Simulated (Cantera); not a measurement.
A closed system holds: 1 mol TiO₂, 1.1 mol MgCl₂, 2.3 mol O₂, held at 1.00 bar.

Equilibrium computed with Cantera from the NASA thermochemical tables; the gas is ideal and each condensed phase is pure. Candidate condensed phases: Mg, MgCl₂, MgO, MgTiO₃, MgTi₂O₅, Mg₂TiO₄, Ti, TiCl₂, TiCl₃, TiCl₄, TiO, TiO₂, Ti₂O₃, Ti₃O₅, Ti₄O₇; 20 gas species. Mutual solubility and eutectic melting of coexisting phases are not modelled. Condensed phases not in the tables: alloys, solid solutions and most ternary compounds. The numbers say what is thermodynamically allowed, not how fast it happens.

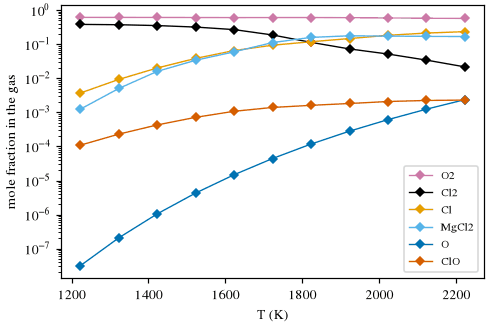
Equilibrium gas composition (values under 1e-9 drawn at 1e-9)

Read off the mole fractions at 1623 K.

O₂ about 0.61, Cl₂ about 0.27, Cl about 0.065, MgCl₂ about 0.060, ClO about 0.0011, O about 1.5e-5.
